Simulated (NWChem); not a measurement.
# AlH3S (SMILES [AlH2][SH]): r2SCAN/6-311++G(3df,3pd)

Aim: the vertical ionisation energy of AlH3S at r2SCAN/6-311++G(3df,3pd), from 2 runs. 

Program for the calculation: NWChem 7.3.0.

4 further runs of the same task are left out: 4 that didn't finish.

**1. The structure to begin with**

AlH3S has 5 atoms, charge 0, and is taken as a singlet. As SMILES, `[AlH2][SH]`. Geometry: relaxed at PBE0-D4/def2-TZVP.

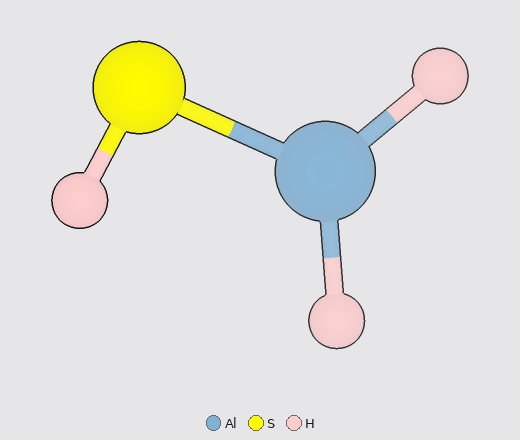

Viewed from a chosen angle; aluminium light blue, sulfur yellow, hydrogen pink.

**2. The energy at r2SCAN/6-311++G(3df,3pd)**

mymol.xyz

```xyz
5

Al    -0.616100    -0.064200    -0.181700
S      1.129100    -0.343100     1.096600
H     -1.981700    -0.650100     0.351100
H     -0.441100     0.696000    -1.556400
H      1.959700     0.287800     0.249000
```

mymol.nw

```
start mymol
memory total 2200 mb

geometry units angstroms noautosym nocenter noautoz
  load format xyz mymol.xyz
end

basis spherical bse
  * library "6-311++G(3df,3pd)"
end

dft
  xc r2scan
  mult 1
  grid fine
  convergence energy 1e-08
  maxiter 100
  mulliken
  print low
end

task dft energy
```

On the command line:

```console
$ nwchem mymol.nw > mymol.out
```

What it wrote:

```text
[...]
 d= 0,ls=0.0,diis     1   -642.3850589420 -7.16D+02  4.03D-03  8.17D-01     9.3
[...]
 d= 0,ls=0.0,diis    10   -642.4136677349 -3.76D-10  8.59D-08  1.12D-10    65.4
         Total DFT energy =     -642.413667734910
      One electron energy =    -1036.136350790313
           Coulomb energy =      365.324611922413
    Exchange-Corr. energy =      -45.416833945080
 Nuclear repulsion energy =       73.814905078071
[...]
      Total Density - Mulliken Population Analysis
     ---------------------------------------------
    Atom       Charge   Shell Charges
 -----------   ------   -------------------------------------------------------
    1 Al  13    12.26   0.79  1.18  0.98  1.00  0.74  0.16  2.13  3.78  0.56  0.63  0.07  0.19 -0.15  0.01  0.11  0.03  0.03
    2 S   16    16.43   0.77  1.19  0.94  1.05  1.06  0.94  1.86  4.03  1.02  2.67  0.99  0.04 -0.19  0.00  0.03  0.04  0.00
    3 H    1     1.22   0.24  0.58  0.44 -0.05  0.00  0.01  0.01  0.00
    4 H    1     1.21   0.24  0.58  0.42 -0.04  0.00  0.01  0.01  0.00
    5 H    1     0.89   0.24  0.49  0.07  0.02  0.00  0.03  0.04  0.00
[...]
```

It took 66 s on 1 thread of Intel Xeon Platinum 8259CL at 2.50GHz (Skylake/Cascade Lake), shared host; peak memory 0.12 GiB.

**3. The doublet cation**

run.nw

```
start run
title "AlH3S"
memory total 2200 mb
charge 1
geometry units au noautosym nocenter noautoz
   Al  -1.16426027  -0.12132042  -0.34336324
   S    2.13368977  -0.64836503   2.07227367
   H   -3.74487026  -1.22851095   0.66348284
   H   -0.83355819   1.31524938  -2.94116974
   H    3.70329629   0.54386318   0.47054181
end
basis spherical bse
   * library "6-311++G(3df,3pd)"
end
dft
   xc r2scan
   mult 2
   grid fine
   convergence energy 1e-08
   maxiter 100
   mulliken
   noprint "final vectors analysis"
end
task dft energy
```

On the command line:

```console
$ nwchem run.nw > run.out
```

What it wrote:

```text
[...]
          Wavefunction type:  spin polarized.
          No. of atoms     :     5
          No. of electrons :    31
[...]
          Charge           :     1
          Spin multiplicity:     2
[...]
          AO basis - number of functions:   148
[...]
              XC Information
              --------------
                      r^2SCAN Method XC Functional
               r^2SCAN metaGGA Exchange Functional  1.000
                     r^2SCAN Correlation Potential  1.000
[...]
 d= 0,ls=0.0,diis     1   -641.7526163168 -7.16D+02  8.48D-03  1.15D+00    13.5
[...]
 d= 0,ls=0.5,diis    21   -642.0368903295 -5.20D-09  2.51D-07  2.19D-09   204.4
[...]
         Total DFT energy =     -642.036890331549
      One electron energy =    -1027.362403866370
           Coulomb energy =      356.667875646611
    Exchange-Corr. energy =      -45.157261792675
 Nuclear repulsion energy =       73.814899680885
[...]
      Total Density - Mulliken Population Analysis
     ---------------------------------------------
    Atom       Charge   Shell Charges
 -----------   ------   -------------------------------------------------------
    1 Al  13    12.12   0.79  1.18  0.98  1.00  0.80  0.16  2.13  3.78  0.55  0.55  0.07  0.16 -0.17  0.01  0.09 -0.01  0.02
    2 S   16    15.86   0.78  1.19  0.94  1.04  1.14  0.92  1.86  4.03  0.99  2.45  0.55  0.01 -0.12  0.00  0.03  0.05  0.00
    3 H    1     1.12   0.23  0.56  0.37 -0.06  0.00  0.01  0.02  0.00
    4 H    1     1.11   0.23  0.56  0.35 -0.05  0.00  0.01  0.02  0.00
    5 H    1     0.79   0.23  0.47  0.02  0.02  0.00  0.03  0.02  0.00
[...]
      <S2> =      0.7577 (Exact =     0.7500)
[...]
```

Run time: 3.6 min. Hardware: 1 thread of Intel Xeon Platinum 8259CL at 2.50GHz (Skylake/Cascade Lake), shared host; peak memory 0.13 GiB.

**4. Outcome**

At r2SCAN/6-311++G(3df,3pd):

```
                                          quantity          value
                       singlet AlH3S: total energy  -642.41367 Eh
                      doublet cation: total energy  -642.03689 Eh
                              doublet cation: ⟨S²⟩          0.758
vertical ionisation energy (to the doublet cation)      10.253 eV
```

**Reading.** The vertical ionisation energy comes to 10.25 eV (236 kcal/mol). Mulliken charges (doublet cation) run from -0.12 on H3 to +0.88 on Al1; in a basis this large or diffuse they mean little.
